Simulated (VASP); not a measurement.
Band structure of Ag (relaxed from the simple-cubic structure, space group Pm-3m). Method: PBEsol GGA, VASP's PBE PAW potentials (set 64) (plane waves; VASP).

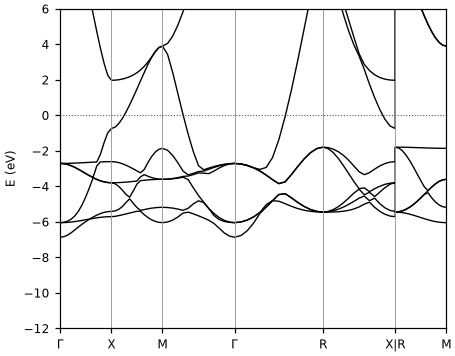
Fig. 1. Bands along high-symmetry lines, zero at the valence-band maximum or, without a gap, the Fermi level

Read the plot: is there a gap, and where are the band edges?

It has no gap at this level: it comes out as a metal or semimetal. (Edges off the drawn lines would not show.)

The structure was generated: Ag was put into the simple-cubic type (Pm-3m), which need not be its known phase. It was relaxed first.
